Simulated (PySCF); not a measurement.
# C2H5B2F2N (SMILES [BH3-][N+]#CCB(F)F): what the fields show

Input file:

```
{"job": {"kind": "uv", "xc": "PBE0", "basis": "def2-SVPD", "nstates": 6, "ntriplets": 2}, "charge": 0, "multiplicity": 1}
B      2.494873     0.653840     0.173374
N      1.147383     0.092388     0.226754
C      0.090036    -0.360473     0.260342
C     -1.234591    -0.920687     0.274336
B     -2.379930     0.132739    -0.078135
F     -3.476963    -0.237651    -0.694661
F     -2.323789     1.398377     0.244929
H      3.039853     0.299516     1.172181
H      2.348572     1.834643     0.113592
H      2.989936     0.197169    -0.810617
H     -1.269069    -1.765881    -0.419662
H     -1.425113    -1.324665     1.276260
```

Command:

```sh
OMP_NUM_THREADS=1 python probes_run.py task.json out
```

Geometry: GFN2-xTB.

All numbers below come from PBE0/def2-SVPD, SCF density, gas phase (PySCF 2.14.0).

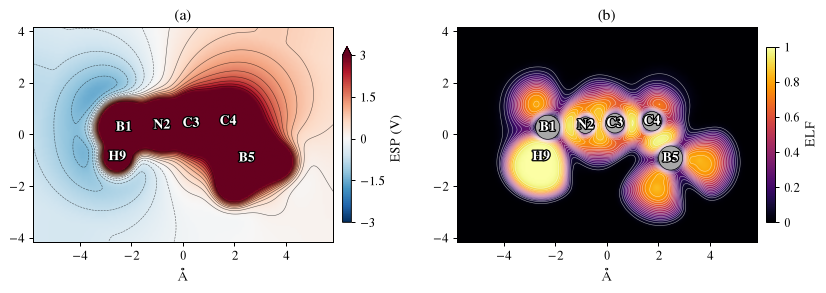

Figure 1. (a) electrostatic potential; (b) electron localisation function on the plane of atoms C3, C4 and B5. Grey discs cover the atomic cores in the ELF map.

What do the fields say about this system?

Answer. The plane passes through B, N, C and H nuclei. C–N (1.15 Å): the ELF peaks at about 0.85 between the atoms: a short, multiple covalent bond. C–C (1.44 Å): the ELF peaks at about 0.95 between the atoms: localised, covalent bonding. B–N (1.46 Å): the ELF peaks at about 0.95 between the atoms (a shared but strongly polarised pair). C–B (1.60 Å): the ELF peaks at about 1 between the atoms, as expected for localised, covalent bonding. B–H (1.19 Å): the ELF climbs to about 1 towards the hydrogen, as it does in any bond to H; a covalent bond by its length. The ELF also peaks beside F7, away from the bonds: lone-pair regions. Outside the dense part of the molecule the potential is most negative (−1.5 V) near H8, which lies off the plane.

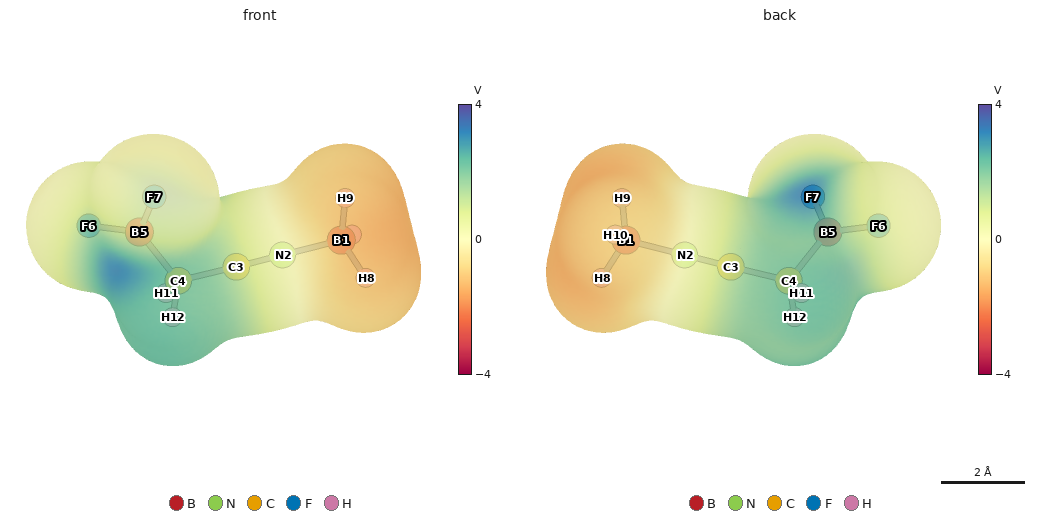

Figure 2. The molecular electrostatic potential painted on the density surface at 0.002 e/bohr³, seen from the front and from behind; the colour scale runs from red (negative) to blue (positive).

Describe the electrostatic potential map.

Answer. The most negative region (about −1.5 V) lies over H9, the most positive (about +3.1 V) over B5.

How polar is the molecule by this calculation?

Answer. Its dipole moment is 6.43 D.
